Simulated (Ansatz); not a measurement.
# Relaxing amorphous Si0.4Ge0.6 (101 atoms)

How does amorphous Si0.4Ge0.6 (101 atoms) relax, and what do bonds, charges and levels look like afterwards?

Program: Ansatz 0.2.0. Level of theory: Kohn-Sham DFT, RPBE, PAW (set soft_2), plane waves. Results are calculated unless marked as measured.

### 1. Starting point

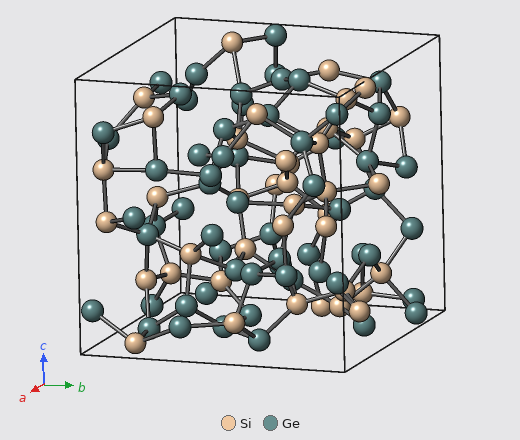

Start, viewed slightly off an axis; silicon light orange, germanium teal. Bonds to atoms that aren't drawn are left out. Some periodic images of atoms are drawn too.

The cell holds 101 atoms: 40 Si and 61 Ge. Cell: a = 13.082 Å, b = 13.082 Å, c = 13.082 Å, α = 90.0°, β = 90.0°, γ = 90.0°. 101 atoms (40 Si, 61 Ge) placed at random at 4.12 g/cm³, melted at 3500 K for 10 ps at fixed volume with the Tersoff potential (Tersoff, Phys. Rev. B 39, 5566 (1989)). Quenched from 3500 K to 100 K at 500 K/ps and fixed volume, held 5 ps.

Before any run, some limits are plain. The quench rate of 500 K/ps is orders of magnitude faster than experiment, which tends to freeze in extra defects. The starting topology of bonds comes from the classical model. The Brillouin zone is sampled at Γ only, in a cell whose shortest periodic width is 13 Å.

### 2. Single point at the start

A single point comes first, to see the forces before anything moves.

Contents of input.yaml:

```yaml
crystal:
  lattice:
    - [13.0823, 0.0, 0.0]
    - [0.0, 13.0823, 0.0]
    - [0.0, 0.0, 13.0823]
  atoms:
    - { symbol: Si, position: [0.55419, 0.13187, 0.48154] }
    - { symbol: Si, position: [0.66165, 0.12431, 0.20405] }
    - { symbol: Si, position: [0.58998, 0.86942, 0.89256] }
    - { symbol: Si, position: [0.9833, 0.77102, 0.51522] }
    [... 91 atom lines left out ...]
    - { symbol: Ge, position: [0.86648, 0.60331, 0.302] }
    - { symbol: Ge, position: [0.76432, 0.58761, 0.0381] }
    - { symbol: Ge, position: [0.2255, 0.24, 0.21903] }
    - { symbol: Ge, position: [0.26977, 0.87541, 0.88278] }
    - { symbol: Ge, position: [0.44167, 0.88861, 0.29307] }
    - { symbol: Ge, position: [0.06201, 0.62086, 0.61596] }
kpoints:
  mp_grid: { grid: [1, 1, 1] }
hamiltonian:
  xc: rpbe
scf:
  occupations: { method: fermi_dirac, width: 0.05 }
output:
  forces: true
  stress: true
  populations: true
  dos:
    method: { smearing: { sigma: 0.08 } }
    de: 0.1
    projected: { site_lists: { Ge: [Ge], Si: [Si] } }
  eigenvalues: true
```

Run with:

```sh
> ansatz run input.yaml --threads 4 --pin off --max-ram 8192MiB --backend cpu --events-out ev --progress --plain --runs-dir out
```

The job ended after 72 s (4 threads of Arm Neoverse V1, shared host; peak memory 3.5 GiB; 4.7 min of CPU time).

Numbers from this run:

```
free energy                             : -287864.3627 eV
free energy per atom                    : -2850.1422 eV/atom
SCF cycles                              : 9
pressure                                : 1.463 GPa
r.m.s. force component                  : 0.3413 eV/Å
longest force                           : 1.262 eV/Å
Fermi energy                            : 7.496 eV
levels partly filled by over 2 per cent : 8
spilling of the projection              : 0.003648
```

The r.m.s. force component of 0.34 eV/Å and the pressure of 1.5 GPa set the starting point.

Neighbours are counted within 2.93 Å (Ge-Ge), 2.93 Å (Ge-Si), 2.93 Å (Si-Si).

Length of the force by element and coordination:

```tsv
element	coordination	atoms	mean length of the force (eV/Å)	spread	least	most
Ge	all	61	0.533	0.237	0.0747	1.18
Ge	4	42	0.528	0.224	0.0747	1.18
Ge	5	19	0.544	0.264	0.0787	1.12
Si	all	40	0.544	0.260	0.0831	1.26
Si	4	21	0.533	0.259	0.190	1.26
Si	5	19	0.557	0.261	0.0831	0.954
```

### 3. Cell and atoms relaxed

The cell is relaxed with the atoms, since the starting lattice needn't suit this functional.

input.yaml, the sections that differ from step 2:

```yaml
output:
  forces: true
relax:
  f_tol: 0.03
  max_steps: 66
  cell: {}
# crystal, kpoints, hamiltonian, scf: as in step 2
```

Run time: 33 min. Hardware: 4 threads; peak memory 3.5 GiB.

The steps of the relaxation (22 of 47):

```tsv
step	energy less that of the first step (eV)	largest force component (eV/Å)	pressure (GPa)	volume (Å³)
1	0.0000	1.1730	1.46	2238.99
3	-3.8233	0.5081	-0.07	2281.37
5	-5.1239	0.5625	-0.04	2283.19
8	-6.6390	0.3557	-0.04	2296.87
10	-7.4111	0.2772	-0.01	2303.85
12	-7.8337	0.2256	-0.02	2305.83
14	-8.1217	0.3191	-0.03	2305.49
16	-8.2963	0.1713	-0.01	2300.85
19	-8.4796	0.1694	-0.02	2304.95
21	-8.5800	0.1336	0.01	2306.05
23	-8.5777	0.6597	-0.03	2310.89
25	-8.6845	0.1053	-0.01	2311.06
27	-8.7146	0.0568	-0.01	2312.12
29	-8.7550	0.1445	-0.01	2312.46
32	-9.0380	0.2387	-0.02	2307.78
34	-9.3071	0.2300	0.00	2306.92
36	-9.3113	0.5824	0.00	2304.65
38	-9.4701	0.0664	0.00	2303.36
40	-9.5004	0.0478	0.01	2302.01
43	-9.5103	0.0268	0.00	2300.82
45	-9.5142	0.0331	0.00	2299.60
47	-9.5298	0.0290	0.01	2298.87
```

Relaxation steps 23, 36 were tried and not accepted.

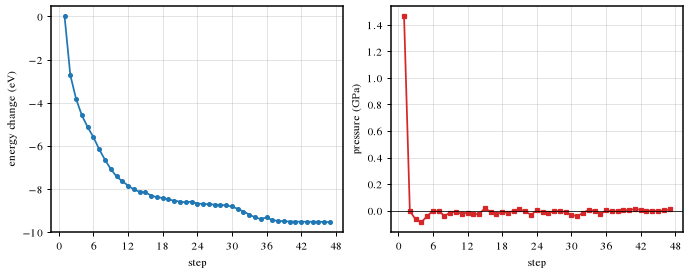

Energy and pressure along the relaxation.

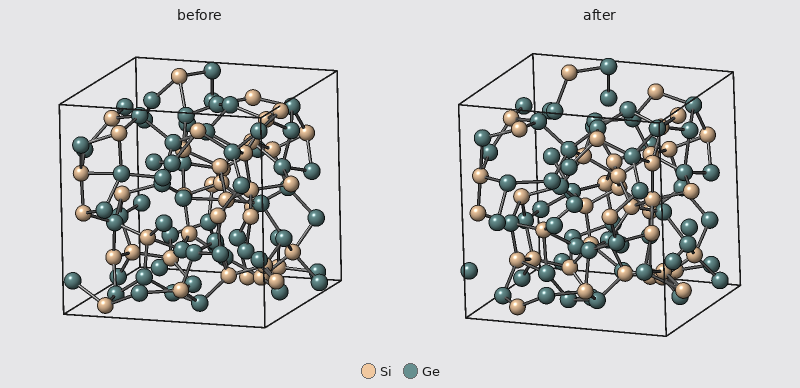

Before and after, at one scale. Bonds to atoms that aren't drawn are left out.

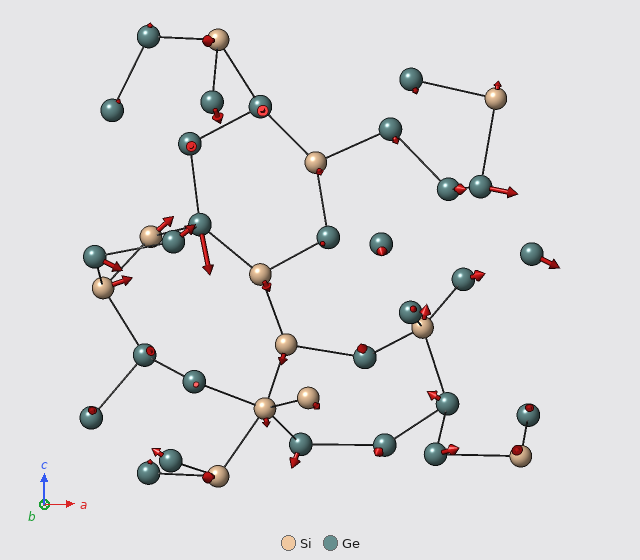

Displacements in the relaxation, scaled, measured against the changing cell; the longest in the cell stands for 1.84 Å. Drawn is a slice 5 Å thick, seen along the normal of the ac plane. Bonds to atoms that aren't drawn are left out.

```tsv
cell as run	before	after	change
a (Å)	13.082	13.262	+1.4 %
b (Å)	13.082	13.100	+0.1 %
c (Å)	13.082	13.254	+1.3 %
α (°)	90.00	92.22	+2.5 %
β (°)	90.00	91.59	+1.8 %
γ (°)	90.00	88.21	-2.0 %
volume (Å³/atom)	22.17	22.76	+2.7 %
```

The atoms that moved most (Å, as changes of fractional coordinates times the final cell):

```tsv
atom	dx	dy	dz	length
Ge43	0.316	-0.524	-1.734	1.839
Ge46	-0.293	1.019	-0.828	1.345
Ge93	1.189	-0.432	-0.213	1.283
Ge57	-0.998	0.386	0.647	1.251
Ge56	-0.574	-0.475	0.940	1.199
Ge62	0.319	1.006	0.473	1.157
Ge77	0.677	-0.669	0.247	0.983
Ge91	-0.511	-0.514	0.663	0.982
```

The relaxation changed the energy by -94.4 meV/atom, and atoms moved by 0.63 Å r.m.s., 1.8 Å at most.

### 4. Local order after relaxation

Bonds before and after, by the cutoffs listed below:

```tsv
pair	bonds before	bonds after	mean before (Å)	mean after (Å)	spread before (Å)	spread after (Å)
Ge-Ge	80	74	2.554	2.600	0.087	0.091
Ge-Si	103	100	2.534	2.516	0.093	0.113
Si-Si	38	36	2.476	2.405	0.078	0.043
```

Density 4.01 g/cm³, 22.76 Å³ an atom.

Pair distribution functions g(r), in bins of 0.2 Å:

```tsv
r (Å)	total	Ge-Ge	Ge-Si	Si-Si
2.30	0.67	0.00	0.07	4.07
2.50	4.05	3.14	5.08	3.05
2.70	1.06	2.07	0.63	0.00
2.90	0.19	0.30	0.18	0.00
3.10	0.37	0.66	0.19	0.24
3.30	0.30	0.40	0.25	0.21
3.50	0.75	0.84	0.80	0.37
3.70	1.28	1.18	1.45	1.00
3.90	1.96	1.81	2.06	2.02
4.10	1.43	1.06	1.52	1.96
4.30	1.27	1.35	1.16	1.43
4.50	0.95	0.85	1.02	0.95
4.70	0.71	0.92	0.64	0.46
4.90	0.79	0.80	0.70	1.05
5.10	0.77	0.68	0.85	0.74
5.30	0.77	0.78	0.79	0.69
5.50	0.90	0.86	0.95	0.83
5.70	1.10	1.18	1.07	0.99
5.90	1.25	1.08	1.29	1.51
6.10	1.17	1.07	1.25	1.17
6.30	0.96	1.08	0.94	0.78
```

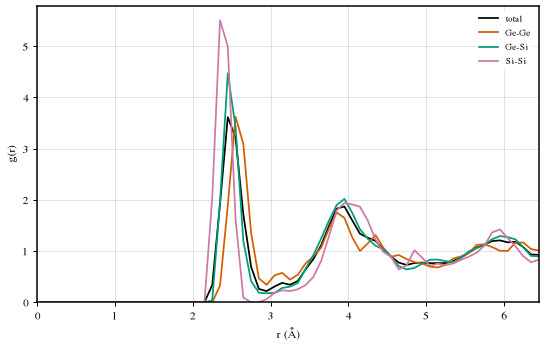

Pair distribution functions, lightly smoothed.

Bonds by pair of elements; cutoffs follow the first minimum of g(r), held within bounds set by covalent radii, and pairs that aren't listed don't count as bonded:

```tsv
pair A-B	cutoff (Å)	bonds	mean length (Å)	spread (Å)	shortest (Å)	B about A	A about B
Ge-Ge	2.93	74	2.6	0.091	2.45	2.43	2.43
Ge-Si	3.02	100	2.52	0.113	2.37	1.64	2.5
Si-Si	2.83	36	2.40	0.043	2.34	1.8	1.8
```

How many atoms have how many bonded neighbours:

```tsv
element	mean	3	4	5	6
Ge	4.07	4	49	8	0
Si	4.3	0	29	10	1
```

Bond angles (no mean is given where the spread exceeds 20°):

```tsv
angle	count	mean (°)	spread (°)
Ge-Ge-Si	193	105	17.5
Ge-Si-Si	144	-	-
Ge-Ge-Ge	133	107	18
Ge-Si-Ge	98	-	-
Si-Ge-Si	60	-	-
```

Bond length by coordination (bonds to H left out):

```tsv
element	coordination	atoms	mean bond length (Å)
Ge	3	4	2.56
Ge	4	49	2.55
Ge	5	8	2.64
Si	4	29	2.44
Si	5	10	2.53
Si	6	1	2.58
```

Rings of the network by King's shortest-path rule, up to 12 atoms, one path for each pair of neighbours; H, halogens, alkali and alkaline-earth atoms are left out, and the last column divides by all other atoms, bonded or not:

```tsv
ring size (atoms)	rings	per network atom
3	9	0.089
4	14	0.139
5	61	0.604
6	83	0.822
7	53	0.525
8	14	0.139
```

With the cutoffs above, 80 % of Ge atoms have 4 and 72 % of Si atoms have 4 bonded neighbours. The Ge-Ge-Si angle averages 105° with a spread of 18°. Rings of 6 atoms are the most common (35 % of those counted); sizes run from 3 to 8.

### 5. Single point at the relaxed geometry

The electronic structure is read at the final geometry, in a run of its own.

Contents of input.yaml:

```yaml
crystal:
  lattice:
    - [13.25873, 0.20391, -0.1821]
    - [0.20391, 13.09577, -0.25365]
    - [-0.1821, -0.25365, 13.2503]
  atoms:
    - { symbol: Si, position: [0.55614, 0.13077, 0.4746] }
    - { symbol: Si, position: [0.67576, 0.14487, 0.20688] }
    - { symbol: Si, position: [0.59202, 0.85473, 0.87123] }
    - { symbol: Si, position: [0.02466, 0.74801, 0.54422] }
    [... 91 atom lines left out ...]
    - { symbol: Ge, position: [0.85498, 0.57305, 0.33177] }
    - { symbol: Ge, position: [0.72987, 0.55758, 0.06604] }
    - { symbol: Ge, position: [0.22882, 0.25525, 0.21369] }
    - { symbol: Ge, position: [0.24519, 0.88825, 0.89406] }
    - { symbol: Ge, position: [0.44663, 0.91357, 0.29242] }
    - { symbol: Ge, position: [0.09995, 0.61277, 0.64769] }
kpoints:
  mp_grid: { grid: [1, 1, 1] }
hamiltonian:
  xc: rpbe
scf:
  occupations: { method: fermi_dirac, width: 0.05 }
output:
  forces: true
  stress: true
  populations: true
  dos:
    method: { smearing: { sigma: 0.08 } }
    de: 0.1
    projected: { site_lists: { Ge: [Ge], Si: [Si] } }
  eigenvalues: true
  write_density: true
  write_potential: true
  volumetric_format: npy
```

The job ended after 77 s (4 threads; peak memory 3.6 GiB; 5 min of CPU time).

The run gave:

```yaml
free_energy: -287873.8925 eV
free_energy_per_atom: -2850.2366 eV/atom
scf_cycles: 9
pressure: 0.009149 GPa
r_m_s_force_component: 0.00747 eV/Å
longest_force: 0.03436 eV/Å
fermi_energy: 7.203 eV
levels_partly_filled_by_over_2_per_cent: 2
spilling_of_the_projection: 0.003442
```

Löwdin charges by element and coordination (they lack the spilled electrons, 0.035 e an atom on average):

```tsv
element	coordination	atoms	mean charge (e)	spread	least	most
Ge	all	61	0.0099	0.0293	-0.0566	0.0968
Ge	3	4	-0.0233	0.0333	-0.0566	0.0187
Ge	4	49	0.0113	0.0251	-0.039	0.0968
Ge	5	8	0.018	0.0387	-0.0393	0.0729
Si	all	40	0.0722	0.0308	0.0072	0.171
Si	4	29	0.0716	0.0253	0.0072	0.137
Si	5	10	0.0639	0.0298	0.0248	0.124
Si	6	1	0.171	0	0.171	0.171
```

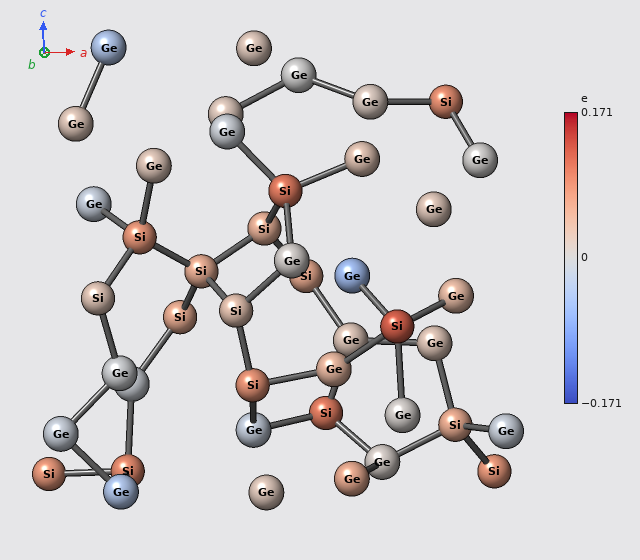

Atoms coloured by Löwdin charge. Drawn is a slice 5 Å thick, seen along the normal of the ac plane. Bonds to atoms that aren't drawn are left out.

Density of states as counts of states in windows of 1 eV (from the Fermi level), total and the larger projections:

```tsv
from (eV)	to (eV)	total	Ge p	Si p	Ge s	Si s
-10	-9	29.1	5.0	3.9	13.5	6.7
-9	-8	34.3	6.6	5.2	14.2	8.2
-8	-7	24.4	5.4	4.3	9.7	4.8
-7	-6	25.9	6.4	5.4	9.1	4.8
-6	-5	24.4	6.6	6.1	6.6	4.9
-5	-4	25.1	10.0	8.3	3.2	3.3
-4	-3	46.8	23.6	18.2	2.7	1.8
-3	-2	60.1	32.8	22.2	2.8	1.7
-2	-1	57.2	33.1	19.2	2.7	1.5
-1	0	28.7	16.6	7.8	2.6	1.0
0	1	31.7	15.4	7.5	4.6	2.5
1	2	48.1	21.4	12.5	6.0	4.4
2	3	57.1	25.3	15.6	5.4	4.2
```

The curve was stored every 0.100 eV, coarse against its broadening of 0.08 eV, so these counts are rough.

Between -25 and -10 eV lie 658 more states.

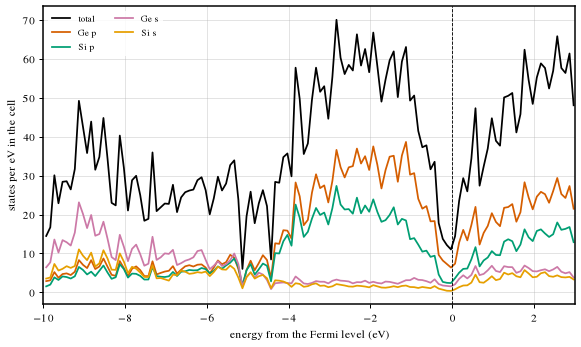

Total and projected density of states, with the broadening of the input.

The levels nearest the highest filled one (over half full), pooled over k-points and spins:

```tsv
level less the highest filled one (eV)	occupation
-0.485	2
-0.389	2
-0.356	2
-0.301	2.00
-0.161	1.99
0	1.68
0.173	0.283
0.282	0.037
0.334	0.013
0.403	0.003
0.491	0.001
0.557	0
```

Mean Löwdin charges: Ge +0.01, Si +0.07 e (they miss 0.34 % of the electrons, so they add up to more than the cell's charge). Charges this small depend on the projection, at times even in sign. Within 0.4 eV of the Fermi level the largest share is Ge p (57 % of the projected weight).

### 6. What came out

| Quantity | Value |
| --- | --- |
| energy change in the relaxation | -94.35 meV/atom |
| r.m.s. displacement | 0.628 Å |
| largest displacement | 1.839 Å |
| free energy per atom | -2850.2366 eV/atom |
| pressure | 0.009149 GPa |
| r.m.s. force component | 0.00747 eV/Å |
| wall time of the 3 DFT runs | 35 min |

In words: Relaxation lowers the energy by 94.4 meV/atom and moves atoms by 0.63 Å r.m.s.; the r.m.s. force component goes from 0.34 to 0.0075 eV/Å, the pressure goes from 1.5 to 0.0091 GPa. Displacements are taken in the final cell, so they leave out its strain. By the final cutoffs 29 of 221 bonded pairs parted and 18 joined. The cell grew by 2.7 % in volume. From the first step to the last the energy fell by 9.530 eV, and the largest move was 1.84 Å (Ge43). The Si-Si bonds change most in mean length: from 2.476 Å (spread 0.078) to 2.405 Å (spread 0.043), and their number from 38 to 36. With the cutoffs above, 80 % of Ge atoms have 4 and 72 % of Si atoms have 4 bonded neighbours. Levels near the Fermi energy are neither full nor empty under the smearing, so no gap is quoted.

What to keep in mind: The network of bonds at the start is that of the classical potential that made the cell; in DFT 29 of its 221 bonded pairs passed out of the cutoffs and 18 came within them.

[Logs are printed without paths, hosts, clocks, repeated set-up lines and the standing remarks that a program may print on its own settings, such as how far it seeks lower states.]

[Hosts, paths, dates, database ids (printed as entryN), source tags and the programs' standing remarks are cut or masked in the printed files.]
